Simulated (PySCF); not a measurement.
# CClF, triplet, SMILES `F[C]Cl`: electronic structure

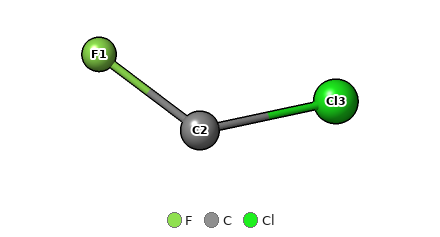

The molecule, with its atoms numbered as below. No frequency check shows the geometry to be a minimum.

Cartesian coordinates (Å):

```
F1       1.6022   -0.2082    0.0000
C2       0.4993    0.5384    0.0000
Cl3     -1.0245   -0.0798    0.0000
```

Part 1: Bonding charge

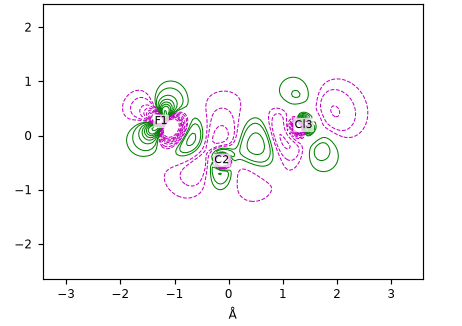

Deformation density (molecule less spherical, spin-averaged free atoms) in the molecular plane; contours at ±0.05 to ±0.8 e/Å³; solid green lines: gain, dashed magenta lines: loss.

Method: r2SCAN/def2-SVPD; geometry: GFN2-xTB; program: PySCF. The stability of the open-shell solution wasn't checked. This spin state may not be the molecule's ground state. GFN2-xTB doesn't know the spin state, so this open-shell geometry is rough.

**How much density has each bond in this plane gained at its critical point, relative to the free atoms?**

C2–Cl3: +0.26 e/Å³ at the bond critical point (bond length 1.64 Å). F1–C2: −0.02 e/Å³ at the bond critical point (bond length 1.33 Å); up to 0.6 Å beside the axis the gain reaches +0.23 e/Å³. In all, 0.6 electrons gather in the regions of gain relative to the promolecule. A small or negative value marks a very polar bond, one between electron-rich atoms, whose free-atom densities already overlap strongly, a long bond to a heavier atom, or a closed-shell contact such as a hydrogen bond.

**Where do the Hirshfeld charges lie?**

The highest Hirshfeld charge is on C2 (+0.06 e), the lowest on F1 (−0.07 e).

```json
{"atom": "F1", "charge (e)": "−0.07"}
{"atom": "C2", "charge (e)": "+0.06"}
{"atom": "Cl3", "charge (e)": "+0.01"}
```

Part 2: Bond critical points

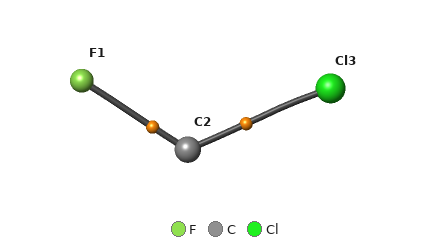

Molecular graph of the electron density (QTAIM): bond paths, bond critical points (orange), ring points (yellow, if any); weak paths are dashed.

**How many critical points of each kind are there, and does the count close?**

3 nuclei, 2 bond, 0 ring and 0 cage critical points: 3 − 2 + 0 − 0 = 1, as the Poincaré–Hopf relation requires.

**Give the properties at the bond critical points.**

| bond | length (Å) | ρ (a.u.) | ∇²ρ (a.u.) | ε | H (a.u.) |
| --- | --- | --- | --- | --- | --- |
| F1–C2 | 1.332 | 0.255 | +0.41 | 0.53 | −0.351 |
| C2–Cl3 | 1.644 | 0.235 | −0.39 | 0.20 | −0.198 |

**What kind of interaction is F1–C2?**

Polar or intermediate (positive Laplacian, negative energy density H): ρ = 0.255, ∇²ρ = +0.41, H = −0.351 a.u. Its ellipticity of 0.53 shows that the density isn't cylindrical about the bond.

Part 3: Local ionisation energy

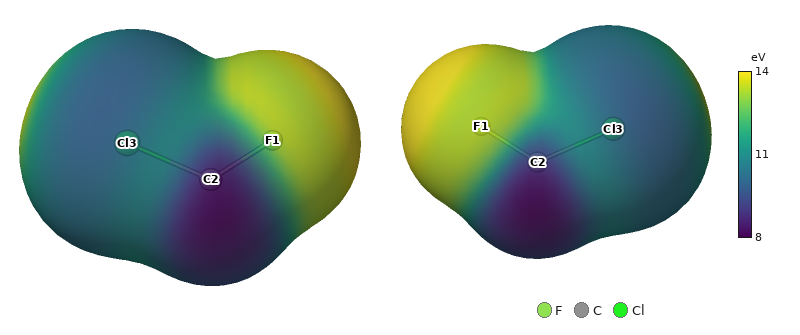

Average local ionisation energy on the surface of electron density 0.001 a.u. (back view left, front view right).

**Locate the minima of the map.**

The lowest value is 8.0 eV, off the molecular plane, over C2 (2.0 Å), and at like points elsewhere. Further minima include 9.8 eV, off the molecular plane, over Cl3 (2.1 Å), and at like points elsewhere. For comparison, the highest occupied orbital lies at −5.3 eV.

**What volume does the surface enclose, and what is the dipole moment?**

About 61 Å³; the dipole moment is 0.6 D.

Part 4: Spin density

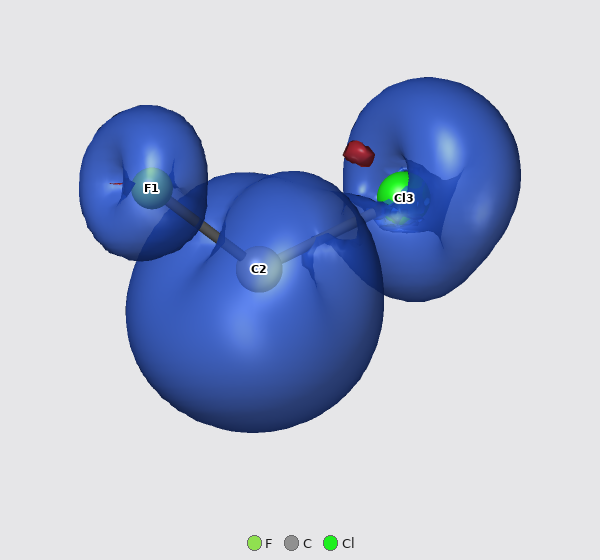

Spin density ρα − ρβ at ±0.03 e/Å³ (blue: excess α, red: excess β).

**Give the atomic spin populations that go with this picture.**

Hirshfeld spin populations: C2 +1.44, Cl3 +0.34 and F1 +0.22. ⟨S²⟩ = 2.01, against 2.00 for a pure state.

Part 5: In an electric field

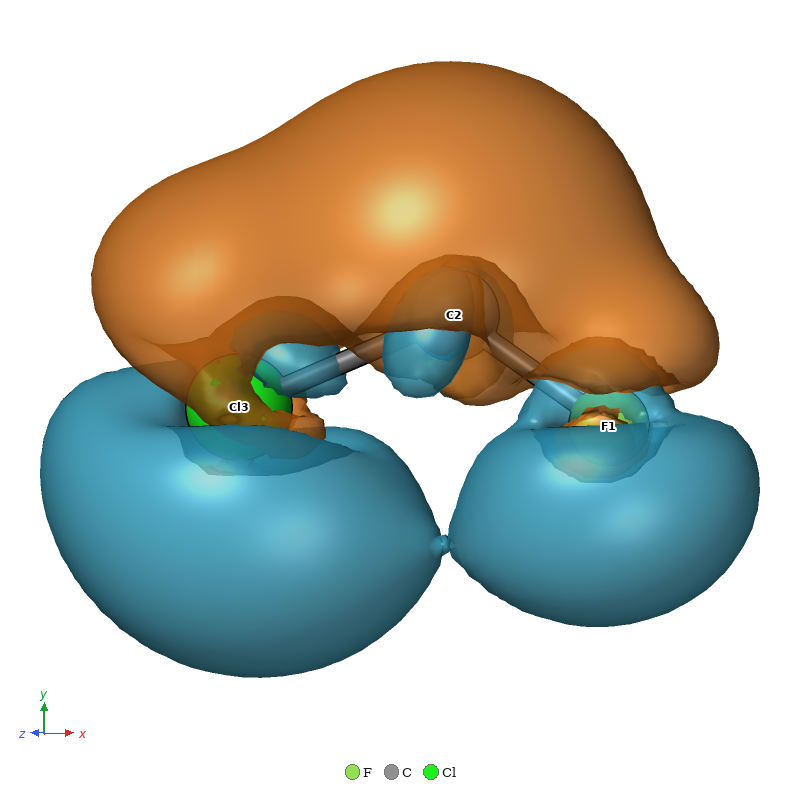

Change of the electron density in a uniform field of 0.41 V/Å, surfaces at ±0.001 e/Å³ (light blue: gain, orange: loss).

PySCF calculation, B3LYP/6-31+G*, gas phase; geometry: GFN2-xTB. The basis has diffuse s and p functions alone, which still leaves polarisabilities too small, most of all across bonds. The stability of the open-shell solution wasn't checked. This spin state may not be the molecule's ground state. GFN2-xTB doesn't know the spin state, so this open-shell geometry is rough.

**Along which Cartesian direction does the field point?**

Along +y: electrons gather on the −y side, against the field.

**What dipole is induced, and what polarisability does it imply?**

The induced dipole is 0.40 D (along the field); α along this axis, from the fields in both directions, is 20 bohr³ (2.9 Å³).

**Which atoms gain and lose the most charge?**

Electrons gather most on Cl3 (Hirshfeld charge changes by −0.013 e) and leave C2 most (+0.021 e); 0.041 electrons are displaced in all.

The PySCF runs shown took 13 s and 15 s on 1 thread of Intel(R) Xeon(R) Processor @ 2.70GHz (shared host).
